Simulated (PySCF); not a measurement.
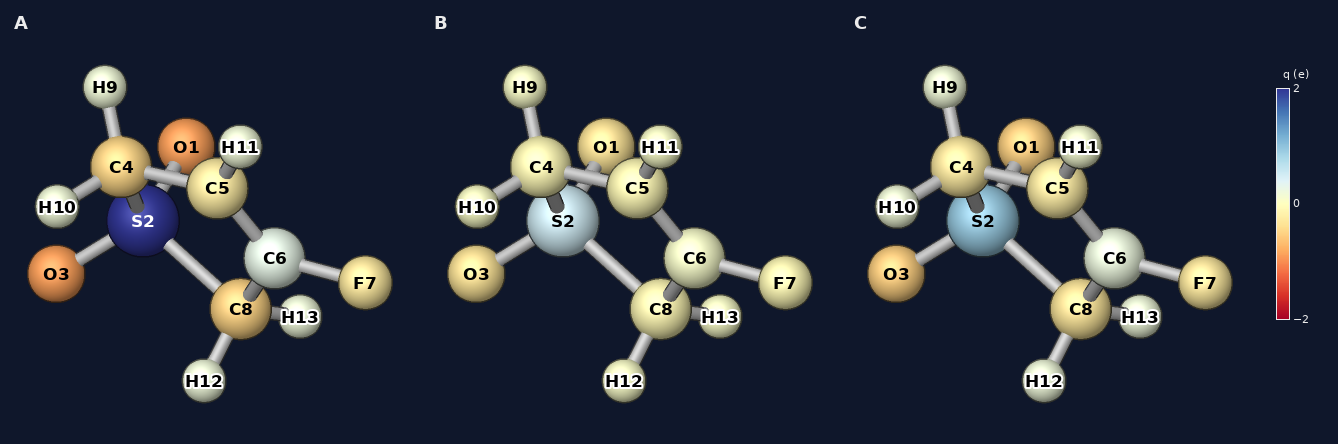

Atomic charges of one calculation by 3 schemes, on one colour scale. Computed geometry: GFN2-xTB optimisation. No frequency run is at hand to confirm it as a minimum. Level of theory: PBE0/pcSseg-1 (PySCF 2.14.0).

The schemes are Hirshfeld, IAO, Mulliken. Which panel shows which?

A IAO, B Hirshfeld, C Mulliken.

List the charges (e), one line for each set of equivalent atoms.

| atom | IAO | Hirshfeld | Mulliken |
| --- | --- | --- | --- |
| O1 | −0.88 | −0.32 | −0.51 |
| S2 | 1.99 | 0.53 | 0.93 |
| O3 | −0.88 | −0.32 | −0.52 |
| C4 | −0.47 | −0.07 | −0.25 |
| C5 | −0.22 | −0.08 | −0.21 |
| C6 | 0.29 | 0.09 | 0.23 |
| F7 | −0.26 | −0.08 | −0.26 |
| C8 | −0.50 | −0.08 | −0.29 |
| H9 | 0.18 | 0.07 | 0.18 |
| H10 | 0.18 | 0.06 | 0.19 |
| H11 | 0.18 | 0.06 | 0.13 |
| H12 | 0.19 | 0.07 | 0.19 |
| H13 | 0.19 | 0.07 | 0.19 |
